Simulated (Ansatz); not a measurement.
**SOF2 (thionyl fluoride): HF/STO-3G**

Aim: the vertical ionisation energy of SOF2 (thionyl fluoride) at HF/STO-3G, from 2 runs. 

The calculation is run with Ansatz 0.2.0.

52 further runs of the same task are left out: 52 set aside as unsound or not needed.

### Step 1. The structure to begin with

SOF2 has 4 atoms, charge 0, and is taken as a singlet. SMILES: `O=S(F)F`. The shape is that of a PBE0-D4/def2-TZVP optimisation.

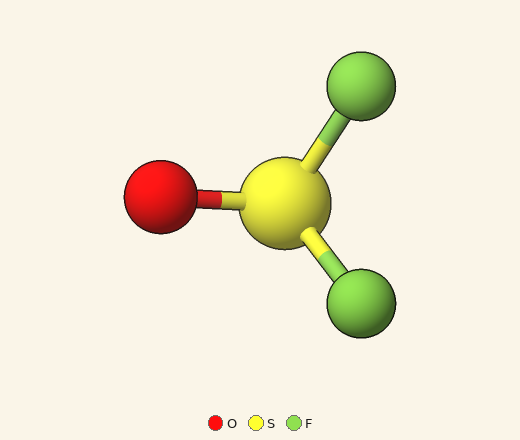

Viewed from a chosen angle; oxygen red, sulfur yellow, fluorine green.

### Step 2. The energy at HF/STO-3G

File input.yaml:

```yaml
crystal:
  periodic: [false, false, false]
  atoms:
    - symbol: O
      position_ang: [0.932400, 0.066600, -1.017800]
    - symbol: S
      position_ang: [-0.151300, -0.426200, -0.245700]
    - symbol: F
      position_ang: [-1.124400, 0.804200, 0.000400]
    - symbol: F
      position_ang: [0.343300, -0.444600, 1.263100]
basis:
  gaussian: {orbitals: STO-3G}
hamiltonian: {xc: hf}
accuracy: high
output: {orbitals: {seedname: orbitals}}
total_charge: 0
```

On the command line:

```bash
$ ansatz run input.yaml --threads 1 --pin off --max-ram 3480MiB --events-out events.jsonl --progress --plain --runs-dir runs
```

Standard output:

```text
Warning: RAYON_NUM_THREADS=1 ignored (pool sized by the plan → 1); use --threads N
Functional definition: HF
  name "HF"
  exchange = exact_x
  correlation = 0
463 factors; integrals over basis functions are off by at most 3.4e-8 eV
mean field evaluation 1: about -18031.3972 eV, gradient 3.6e1 eV
mean field evaluation 2: about -18031.5447 eV, gradient 3.6e1 eV
mean field evaluation 4: about -18036.6965 eV, gradient 4.6e0 eV
mean field evaluation 8: about -18036.7899 eV, gradient 6.5e-2 eV
mean field -18036.78991246 eV, -662.8398035077 hartree, gradient 1.6e-8 eV, S^2 0.000000; 0 other end points of the search recorded, 0 dependent functions left out
reference -18036.78991246 eV, -662.8398035077 hartree; 21, 21 occupied and 3, 3 virtual orbitals, 463 factors
Total energy: -18036.78991246 eV, -662.8398035077 hartree
```

Wall time 0.18 s (1 thread of Intel Xeon Platinum 8488C (Sapphire Rapids), shared host).

### Step 3. The doublet cation, same level

File molecule.yaml:

```yaml
crystal:
  periodic: [false, false, false]
  atoms:
    - symbol: O
      position_ang: [0.932400, 0.066600, -1.017800]
    - symbol: S
      position_ang: [-0.151300, -0.426200, -0.245700]
    - symbol: F
      position_ang: [-1.124400, 0.804200, 0.000400]
    - symbol: F
      position_ang: [0.343300, -0.444600, 1.263100]
basis:
  gaussian:
    orbitals: STO-3G
output:
  orbitals: {seedname: orbitals}
accuracy: high
hamiltonian:
  xc: hf
total_charge: 1
magnetization:
  spin_polarized: true
  initial_magnetization: 1
```

On the command line:

```bash
$ ansatz run molecule.yaml --threads 1 --pin off --max-ram 3480MiB --events-out events.jsonl --progress --plain --runs-dir runs
```

Standard output:

```text
Warning: RAYON_NUM_THREADS=1 ignored (pool sized by the plan → 1); use --threads N
[... 4 set-up lines as earlier in the session ...]
463 factors; integrals over basis functions are off by at most 3.4e-8 eV
mean field evaluation 1: about -18021.1806 eV, gradient 3.1e1 eV
mean field evaluation 2: about -18021.3083 eV, gradient 3.1e1 eV
mean field evaluation 4: about -18030.3023 eV, gradient 4.6e0 eV
mean field evaluation 8: about -18031.1136 eV, gradient 4.1e-1 eV
mean field evaluation 16: about -18030.7738 eV, gradient 1.3e0 eV
mean field evaluation 32: about -18030.6554 eV, gradient 2.7e0 eV
mean field evaluation 64: about -18030.2456 eV, gradient 5.0e-2 eV
mean field -18031.12047253 eV, -662.6314554331 hartree, gradient 2.1e-8 eV, S^2 0.776015; 1 other end points of the search recorded, 0 dependent functions left out
reference -18031.12047253 eV, -662.6314554331 hartree; 21, 20 occupied and 3, 4 virtual orbitals, 463 factors
Total energy: -18031.12047253 eV, -662.6314554331 hartree
```

It took 0.81 s on 1 thread of Intel Xeon Platinum 8488C (Sapphire Rapids), shared host.

### Step 4. Results

Level: HF/STO-3G.

| quantity | value |
| --- | --- |
| singlet SOF2: total energy | -662.83980 Eh |
| singlet SOF2: HOMO energy | -7.81 eV |
| singlet SOF2: LUMO energy | 9.02 eV |
| singlet SOF2: HOMO–LUMO gap | 16.83 eV |
| doublet cation: total energy | -662.63146 Eh |
| doublet cation: HOMO energy (highest over α and β) | -20.11 eV |
| doublet cation: LUMO energy (lowest over α and β) | -3.76 eV |
| doublet cation: ⟨S²⟩ | 0.776 |
| vertical ionisation energy (to the doublet cation) | 5.669 eV |

The vertical ionisation energy comes to 5.67 eV (547 kJ/mol). −ε(HOMO) before ionisation, 7.81 eV, is 2.14 eV above this ionisation energy. In a minimal basis such a difference can be off by several eV, whatever the method.
